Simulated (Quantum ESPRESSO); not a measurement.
# CsCaBr3 (Pm-3m): zone-centre phonons, part 2 of 3

Aim: the zone-centre modes of CsCaBr3 (Pm-3m).

Quantum ESPRESSO 7.5; DFT LDA, scalar-relativistic, plane waves, PseudoDojo norm-conserving pseudopotentials.

So far. Step 2 (A first look): A gap of 4.1 eV opens on this mesh, so the crystal is taken as an insulator; the start stands at -2.1 GPa. Step 4 (Ground state): The cell stands at 0 GPa, close enough for phonons. The relaxed cell has a = 5.526 Å (conventional setting).

**5. Linear response at Γ**

At q = 0 one unit cell holds all displacements; symmetry groups them into irreducible representations that are solved one by one. The response to a field gives ε∞ and the Born charges, which polar modes need.

The input, ph.in:

```
phonons
 &inputph
    prefix='x',
    outdir='./tmp',
    fildyn='g.dyn',
    tr2_ph=1.0d-18,
    epsil=.true.,
 /
0.000000000000 0.000000000000 0.000000000000
```

Command:

```sh
$ OMP_NUM_THREADS=1 mpirun -n 4 ph.x -nk 4 -in ph.in > ph.out
```

The program printed:

```text
[banners, grids, parts of the stress and lines that vanish by symmetry left out]
[banner, memory and clock lines left out]
Program PHONON v.7.5

     ./tmp/x.save/

     IMPORTANT: XC functional enforced from input :
     Exchange-correlation= PW
                           (   1   4   0   0   0   0   0)
     Any further DFT definition will be discarded
     Please, verify this is what you really want

     G-vector sticks info

     Reading collected, re-writing distributed wavefunctions in ./tmp/

     Number and degeneracy of irreps per q-point
       N         xq(1)         xq(2)         xq(3)   N irreps
       1   0.000000000   0.000000000   0.000000000       5
        3   3   3   3   3

     Calculation of q =    0.0000000   0.0000000   0.0000000

     phonons

     bravais-lattice index     =            0
     lattice parameter (alat)  =      10.4420  a.u.
     unit-cell volume          =    1138.5598 (a.u.)^3
     number of atoms/cell      =            5
     number of atomic types    =            3
     kinetic-energy cut-off    =      79.0000  Ry
     charge density cut-off    =     316.0000  Ry
     convergence threshold     =      1.0E-18
     beta                      =       0.7000
     number of iterations used =            4
     Exchange-correlation= PW
                           (   1   4   0   0   0   0   0)

     celldm(1)=   10.44204  celldm(2)=    0.00000  celldm(3)=    0.00000
     celldm(4)=    0.00000  celldm(5)=    0.00000  celldm(6)=    0.00000

     crystal axes: (cart. coord. in units of alat)
               a(1) = (  1.0000  0.0000  0.0000 )
               a(2) = (  0.0000  1.0000  0.0000 )
               a(3) = (  0.0000  0.0000  1.0000 )

     reciprocal axes: (cart. coord. in units 2 pi/alat)
               b(1) = (  1.0000  0.0000  0.0000 )
               b(2) = (  0.0000  1.0000  0.0000 )
               b(3) = (  0.0000  0.0000  1.0000 )

     Atoms inside the unit cell:

     Cartesian axes

     site n.  atom      mass           positions (alat units)
        1  Cs    132.9055   tau(    1) = (    0.00000    0.00000    0.00000  )
        2  Ca     40.0780   tau(    2) = (    0.50000    0.50000    0.50000  )
        3  Br     79.9040   tau(    3) = (    0.50000    0.00000    0.50000  )
        4  Br     79.9040   tau(    4) = (    0.00000    0.50000    0.50000  )
        5  Br     79.9040   tau(    5) = (    0.50000    0.50000    0.00000  )

     Computing dynamical matrix for
                    q = (   0.0000000   0.0000000   0.0000000 )

     49 Sym.Ops. (with q -> -q+G )

     G cutoff =  872.7662  ( 107903 G-vectors)     FFT grid: ( 60, 60, 60)
     number of k points=    10
                       cart. coord. in units 2pi/alat
        k(    1) = (   0.0000000   0.0000000   0.0000000), wk =   0.0312500
        k(    2) = (   0.0000000   0.0000000   0.2500000), wk =   0.1875000
        k(    3) = (   0.0000000   0.0000000  -0.5000000), wk =   0.0937500
        [... further k-points left out ...]

     PseudoPot. # 1 for Cs read from file:
     ./pseudo/Cs.upf
     Pseudo is Norm-conserving + core correction, Zval =  9.0

     PseudoPot. # 2 for Ca read from file:
     ./pseudo/Ca.upf
     Pseudo is Norm-conserving + core correction, Zval = 10.0

     PseudoPot. # 3 for Br read from file:
     ./pseudo/Br.upf
     Pseudo is Norm-conserving + core correction, Zval =  7.0

     Mode symmetry, O_h (m-3m)  point group:

     Electric field:
     Dielectric constant
     Born effective charges as d Force / d E

     Atomic displacements:
     There are    5 irreducible representations

     Representation     1      3 modes -  To be done

     Representation     2      3 modes -  To be done

     Representation     3      3 modes -  To be done

     Representation     4      3 modes -  To be done

     Representation     5      3 modes -  To be done

     Alpha used in Ewald sum =   2.8000

     Electric Fields Calculation

      iter #   1   av.it.:   8.0
      thresh= 1.000E-02 alpha_mix =  0.700 |ddv_scf|^2 =  5.206E-08

      [... iterations left out ...]
      iter #   9   av.it.:  16.2
      thresh= 4.292E-10 alpha_mix =  0.700 |ddv_scf|^2 =  8.796E-19

     End of electric fields calculation

          Dielectric constant in cartesian axis

          (       3.319784330       0.000000000       0.000000000 )
          (       0.000000000       3.319784330       0.000000000 )
          (       0.000000000       0.000000000       3.319784330 )

          Effective charges (d Force / dE) in cartesian axis without acoustic sum rule applied (asr)

           atom    1  Cs    Mean Z*:        1.35382
      Ex  (        1.35382        0.00000        0.00000 )
      Ey  (        0.00000        1.35382        0.00000 )
      Ez  (        0.00000        0.00000        1.35382 )
           atom    2  Ca    Mean Z*:        2.47194
      Ex  (        2.47194        0.00000        0.00000 )
      Ey  (        0.00000        2.47194        0.00000 )
      Ez  (        0.00000        0.00000        2.47194 )
           atom    3  Br    Mean Z*:       -1.28238
      Ex  (       -0.89884        0.00000        0.00000 )
      Ey  (        0.00000       -2.04946        0.00000 )
      Ez  (        0.00000        0.00000       -0.89884 )
           atom    4  Br    Mean Z*:       -1.28238
      Ex  (       -2.04946        0.00000        0.00000 )
      Ey  (        0.00000       -0.89884        0.00000 )
      Ez  (        0.00000        0.00000       -0.89884 )
           atom    5  Br    Mean Z*:       -1.28238
      Ex  (       -0.89884        0.00000        0.00000 )
      Ey  (        0.00000       -0.89884        0.00000 )
      Ez  (        0.00000        0.00000       -2.04946 )

          Effective charges Sum: Mean:       -0.02137
             -0.02137        0.00000        0.00000
              0.00000       -0.02137        0.00000
              0.00000        0.00000       -0.02137

          Effective charges (d Force / dE) in cartesian axis with asr applied:
           atom    1  Cs    Mean Z*:        1.35809
      E*x (        1.35809        0.00000        0.00000 )
      E*y (        0.00000        1.35809        0.00000 )
      E*z (        0.00000        0.00000        1.35809 )
           atom    2  Ca    Mean Z*:        2.47622
      E*x (        2.47622        0.00000        0.00000 )
      E*y (        0.00000        2.47622        0.00000 )
      E*z (        0.00000        0.00000        2.47622 )
           atom    3  Br    Mean Z*:       -1.27810
      E*x (       -0.89456        0.00000        0.00000 )
      E*y (        0.00000       -2.04518        0.00000 )
      E*z (        0.00000        0.00000       -0.89456 )
           atom    4  Br    Mean Z*:       -1.27810
      E*x (       -2.04518        0.00000        0.00000 )
      E*y (        0.00000       -0.89456        0.00000 )
      E*z (        0.00000        0.00000       -0.89456 )
           atom    5  Br    Mean Z*:       -1.27810
      E*x (       -0.89456        0.00000        0.00000 )
      E*y (        0.00000       -0.89456        0.00000 )
      E*z (        0.00000        0.00000       -2.04518 )

     Representation #   1 modes #   1   2   3

     Self-consistent Calculation

      iter #   1   av.it.:   6.2
      thresh= 1.000E-02 alpha_mix =  0.700 |ddv_scf|^2 =  3.432E-08

      [... iterations left out ...]
      iter #   9   av.it.:  16.3
      thresh= 1.999E-10 alpha_mix =  0.700 |ddv_scf|^2 =  3.584E-19

     End of self-consistent calculation

     Convergence has been achieved

     Representation #   2 modes #   4   5   6

     Self-consistent Calculation

      iter #   1   av.it.:   7.3
      thresh= 1.000E-02 alpha_mix =  0.700 |ddv_scf|^2 =  2.977E-07

      [... iterations left out ...]
      iter #  10   av.it.:  15.4
      thresh= 1.040E-10 alpha_mix =  0.700 |ddv_scf|^2 =  4.262E-20

     End of self-consistent calculation

     Convergence has been achieved

     Representation #   3 modes #   7   8   9

     Self-consistent Calculation

      iter #   1   av.it.:   5.0
      thresh= 1.000E-02 alpha_mix =  0.700 |ddv_scf|^2 =  7.169E-08

      [... iterations left out ...]
      iter #   9   av.it.:  15.9
      thresh= 2.022E-10 alpha_mix =  0.700 |ddv_scf|^2 =  1.167E-19

     End of self-consistent calculation

     Convergence has been achieved

     Representation #   4 modes #  10  11  12

     Self-consistent Calculation

      iter #   1   av.it.:   7.0
      thresh= 1.000E-02 alpha_mix =  0.700 |ddv_scf|^2 =  1.606E-07

      [... iterations left out ...]
      iter #   9   av.it.:  15.8
      thresh= 2.405E-10 alpha_mix =  0.700 |ddv_scf|^2 =  3.269E-19

     End of self-consistent calculation

     Convergence has been achieved

     Representation #   5 modes #  13  14  15

     Self-consistent Calculation

      iter #   1   av.it.:   5.9
      thresh= 1.000E-02 alpha_mix =  0.700 |ddv_scf|^2 =  2.469E-08

      [... iterations left out ...]
      iter #   7   av.it.:  15.9
      thresh= 2.179E-10 alpha_mix =  0.700 |ddv_scf|^2 =  3.219E-20

     End of self-consistent calculation

     Convergence has been achieved

     Number of q in the star =    1
     List of q in the star:
          1   0.000000000   0.000000000   0.000000000

          Dielectric constant in cartesian axis

          (       3.319784330       0.000000000       0.000000000 )
          (       0.000000000       3.319784330       0.000000000 )
          (       0.000000000       0.000000000       3.319784330 )

          Effective charges (d Force / dE) in cartesian axis without acoustic sum rule applied (asr)

           atom    1  Cs    Mean Z*:        1.35382
      Ex  (        1.35382        0.00000        0.00000 )
      Ey  (        0.00000        1.35382        0.00000 )
      Ez  (        0.00000        0.00000        1.35382 )
           atom    2  Ca    Mean Z*:        2.47194
      Ex  (        2.47194        0.00000        0.00000 )
      Ey  (        0.00000        2.47194        0.00000 )
      Ez  (        0.00000        0.00000        2.47194 )
           atom    3  Br    Mean Z*:       -1.28238
      Ex  (       -0.89884        0.00000        0.00000 )
      Ey  (        0.00000       -2.04946        0.00000 )
      Ez  (        0.00000        0.00000       -0.89884 )
           atom    4  Br    Mean Z*:       -1.28238
      Ex  (       -2.04946        0.00000        0.00000 )
      Ey  (        0.00000       -0.89884        0.00000 )
      Ez  (        0.00000        0.00000       -0.89884 )
           atom    5  Br    Mean Z*:       -1.28238
      Ex  (       -0.89884        0.00000        0.00000 )
      Ey  (        0.00000       -0.89884        0.00000 )
      Ez  (        0.00000        0.00000       -2.04946 )

          Effective charges Sum: Mean:       -0.02137
             -0.02137        0.00000        0.00000
              0.00000       -0.02137        0.00000
              0.00000        0.00000       -0.02137

          Effective charges (d Force / dE) in cartesian axis with asr applied:
           atom    1  Cs    Mean Z*:        1.35809
      E*x (        1.35809        0.00000        0.00000 )
      E*y (        0.00000        1.35809        0.00000 )
      E*z (        0.00000        0.00000        1.35809 )
           atom    2  Ca    Mean Z*:        2.47622
      E*x (        2.47622        0.00000        0.00000 )
      E*y (        0.00000        2.47622        0.00000 )
      E*z (        0.00000        0.00000        2.47622 )
           atom    3  Br    Mean Z*:       -1.27810
      E*x (       -0.89456        0.00000        0.00000 )
      E*y (        0.00000       -2.04518        0.00000 )
      E*z (        0.00000        0.00000       -0.89456 )
           atom    4  Br    Mean Z*:       -1.27810
      E*x (       -2.04518        0.00000        0.00000 )
      E*y (        0.00000       -0.89456        0.00000 )
      E*z (        0.00000        0.00000       -0.89456 )
           atom    5  Br    Mean Z*:       -1.27810
      E*x (       -0.89456        0.00000        0.00000 )
      E*y (        0.00000       -0.89456        0.00000 )
      E*z (        0.00000        0.00000       -2.04518 )

     Diagonalizing the dynamical matrix

     q = (    0.000000000   0.000000000   0.000000000 )

 **************************************************************************
     freq (    1) =       0.054636 [THz] =       1.822474 [cm-1]
     freq (    2) =       0.054636 [THz] =       1.822474 [cm-1]
     freq (    3) =       0.054636 [THz] =       1.822474 [cm-1]
     freq (    4) =       1.008778 [THz] =      33.649211 [cm-1]
     freq (    5) =       1.008778 [THz] =      33.649211 [cm-1]
     freq (    6) =       1.008778 [THz] =      33.649211 [cm-1]
     freq (    7) =       1.081037 [THz] =      36.059525 [cm-1]
     freq (    8) =       1.081037 [THz] =      36.059525 [cm-1]
     freq (    9) =       1.081037 [THz] =      36.059525 [cm-1]
     freq (   10) =       2.005475 [THz] =      66.895450 [cm-1]
     freq (   11) =       2.005475 [THz] =      66.895450 [cm-1]
     freq (   12) =       2.005475 [THz] =      66.895450 [cm-1]
     freq (   13) =       6.961836 [THz] =     232.221869 [cm-1]
     freq (   14) =       6.961836 [THz] =     232.221869 [cm-1]
     freq (   15) =       6.961836 [THz] =     232.221869 [cm-1]
 **************************************************************************

     Mode symmetry, O_h (m-3m)  point group:

     freq (   1-   3) =          1.8  [cm-1]   --> T_1u G_15  G_4- I
     freq (   4-   6) =         33.6  [cm-1]   --> T_1u G_15  G_4- I
     freq (   7-   9) =         36.1  [cm-1]   --> T_2u G_25  G_5-
     freq (  10-  12) =         66.9  [cm-1]   --> T_1u G_15  G_4- I
     freq (  13-  15) =        232.2  [cm-1]   --> T_1u G_15  G_4- I
```

Run time: 18 min. Hardware: 4 MPI ranks of Intel Xeon at 2.70GHz, shared host; 71 min of CPU time.

Numbers from this step:

| Item | Value |
| --- | --- |
| miss of the charge sum rule | 0.02138 e |
| largest acoustic frequency at the zone centre before the sum rule | 1.82 cm⁻¹ |
| highest optical zone-centre mode (no LO-TO term) | 232.2 cm⁻¹ |
| lowest optical zone-centre mode | 33.65 cm⁻¹ |
| mean high-frequency dielectric constant | 3.320 |
| largest Born charge in size (third of the trace) | 2.472 e |

Born charge (rows field, columns displacement), before the sum rule (e), principal values of the symmetric part by kind of site:

| atom | atoms with these values | low | middle | high | mean |
| --- | --- | --- | --- | --- | --- |
| Cs1 | 1 | 1.35 | 1.35 | 1.35 | 1.35 |
| Ca2 | 1 | 2.47 | 2.47 | 2.47 | 2.47 |
| Br3 | 3 | -2.05 | -0.90 | -0.90 | -1.28 |

In full for Br3:

```
-0.90  0.00  0.00
 0.00 -2.05  0.00
 0.00  0.00 -0.90
```

High-frequency dielectric tensor:

```
3.32 0.00 0.00
0.00 3.32 0.00
0.00 0.00 3.32
```

The acoustic modes at Γ come out as far as 1.8 cm⁻¹ from zero, where they should vanish, a small numerical error; the Born charges miss their sum rule by 0.021 e, which is fair.

**6. Zone-centre analysis**

A rigid shift of the crystal must cost nothing, but grids and finite bases break this; the acoustic sum rule is imposed before the matrix is diagonalised again. With Born charges the intensities follow, and the static dielectric tensor.

The input, dynmat.in:

```
 &input
    fildyn='g.dyn',
    asr='simple',
    fileig='dynmat.eig',
    lperm=.true.,
 /
```

Command:

```sh
$ dynmat.x -in dynmat.in > dynmat.out
```

The program printed:

```text
[banner, memory and clock lines left out]
Program DYNMAT v.7.5

     Reading Dynamical Matrix from file g.dyn
     ...Force constants read
     ...epsilon and Z* read
     A direction for q was not specified:TO-LO splitting will be absent

     Polarizability (A^3 units)
     multiply by 0.563933 for Clausius-Mossotti correction
        31.145620    0.000000    0.000000
         0.000000   31.145620    0.000000
         0.000000    0.000000   31.145620

     IR activities are in (D/A)^2/amu units

# mode   [cm-1]    [THz]      IR
    1     -0.00   -0.0000    0.0000
    2     -0.00   -0.0000    0.0000
    3      0.00    0.0000    0.0000
    4     33.62    1.0079    0.6643
    5     33.62    1.0079    0.6643
    6     33.62    1.0079    0.6643
    7     36.05    1.0806    0.0000
    8     36.05    1.0806    0.0000
    9     36.05    1.0806    0.0000
   10     66.85    2.0040    0.4055
   11     66.85    2.0040    0.4055
   12     66.85    2.0040    0.4055
   13    232.20    6.9610    4.4500
   14    232.20    6.9610    4.4500
   15    232.20    6.9610    4.4500

Electronic dielectric permittivity tensor (relative, adimensional)
         3.319784    0.000000    0.000000
         0.000000    3.319784    0.000000
         0.000000    0.000000    3.319784

 ... with zone-center polar mode contributions
        12.938951    0.000000    0.000000
         0.000000   12.938951    0.000000
         0.000000    0.000000   12.938951

[end of the log left out, with the tail of the file of modes that dynmat.x writes under the same name]
```

Wall time 0.74 s (1 thread).

This step gave:

| Item | Value |
| --- | --- |
| lowest optical zone-centre mode | 33.62 cm⁻¹ |
| mean static dielectric constant | 12.94 |

Unit eigenvectors of the mass-weighted matrix after the sum rule; no LO-TO term. Modes at Γ, with each element's share of the kinetic energy:

| mode | frequency (cm⁻¹) | Cs % | Ca % | Br % |
| --- | --- | --- | --- | --- |
| 1 | 0.0 | 32 | 10 | 58 |
| 2 | 0.0 | 32 | 10 | 58 |
| 3 | 0.0 | 32 | 10 | 58 |
| 4 | 33.6 | 66 | 2 | 32 |
| 5 | 33.6 | 66 | 2 | 32 |
| 6 | 33.6 | 66 | 2 | 32 |
| 7 | 36.0 | 0 | 0 | 100 |
| 8 | 36.0 | 0 | 0 | 100 |
| 9 | 36.0 | 0 | 0 | 100 |
| 10 | 66.8 | 2 | 28 | 71 |
| 11 | 66.8 | 2 | 28 | 71 |
| 12 | 66.8 | 2 | 28 | 71 |
| 13 | 232.2 | 0 | 61 | 39 |
| 14 | 232.2 | 0 | 61 | 39 |
| 15 | 232.2 | 0 | 61 | 39 |

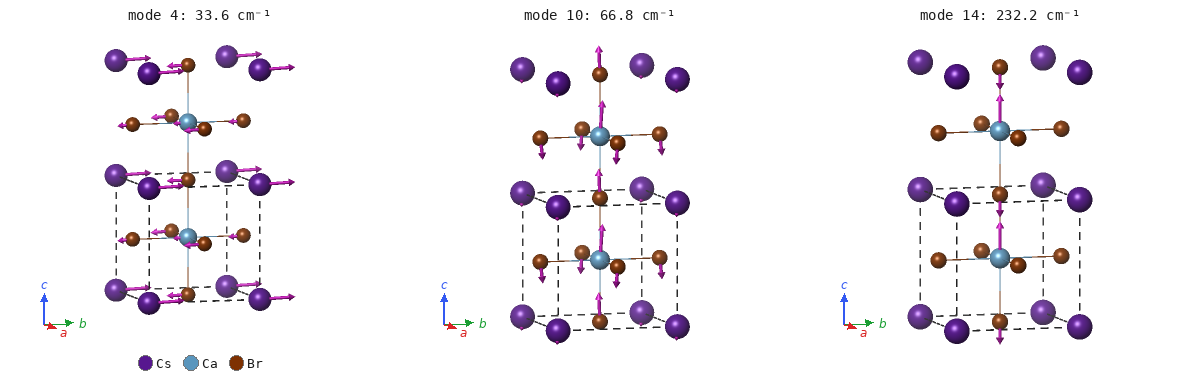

Displacement patterns of modes 4, 10 and 14 at Γ; arrows are exaggerated. 1×1×2 cells are drawn. Some periodic images of atoms are drawn too.

(Part 2 of 3 ends here.)

[Host names and launcher messages were left out of these logs when they were recorded.]

[Logs are printed without paths, hosts, clocks, repeated set-up lines and the standing remarks that a program may print on its own settings, such as how far it seeks lower states.]

[Hosts, paths, dates, database ids (printed as entryN), source tags and the programs' standing remarks are cut or masked in the printed files.]
